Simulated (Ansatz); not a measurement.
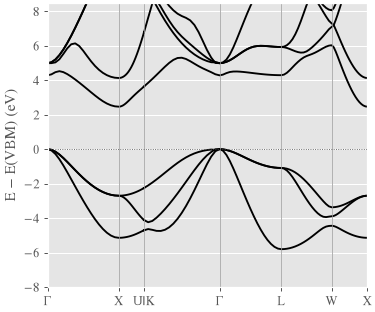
*Band structure from DFT-PBEsol in the program Ansatz with PAW potentials*

### Question
Read off the gap and where the band edges lie.

### Answer
About 2.5 eV (2.47 eV by a search for the band edges); maximum at Γ, minimum at X.

The material is BeSe (zinc blende, F-43m).

The PBEsol relaxation kept the symmetry of its start. Scalar-relativistic: spin–orbit coupling is off unless named, which matters more the heavier the elements.

Potentials: the later of the program's two PAW sets.
